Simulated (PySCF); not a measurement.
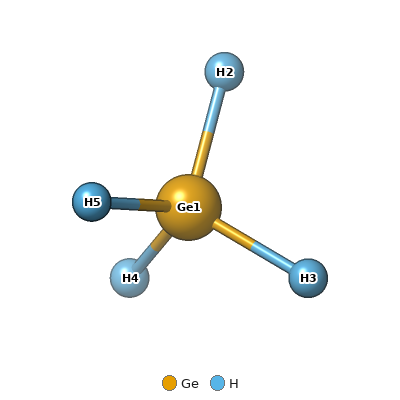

Structure of GeH₄, SMILES [GeH4], singlet.

Kohn-Sham orbital energies near the frontier, B3LYP/def2-SVPD, PySCF, at a PBE0-D3(BJ)/def2-SVP geometry (no frequency check), isolated molecule; empty levels in grey, levels within 0.03 eV side by side.

### Where do the frontier orbitals lie?

HOMO at −9.42 eV, LUMO at −0.09 eV, 9.33 eV apart.

### List the levels with the atoms that carry most of them (a dash for levels above zero or within 0.03 eV of another, where shares mean little).

```
orbital  energy (eV)                 Löwdin shares
   LUMO        −0.09  Ge1 60 %, H3/H4/H2 10 % each
   HOMO        −9.42    Ge1 44 %, H5 27 %, H4 22 %
```

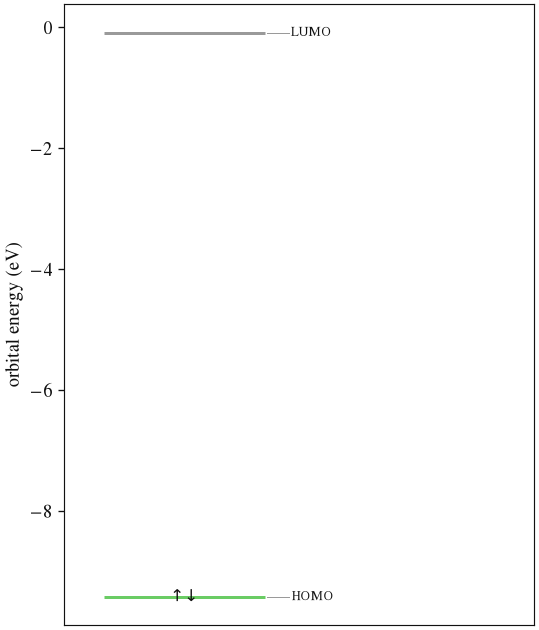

Known limits of this run: empty levels above zero depend strongly on the basis.
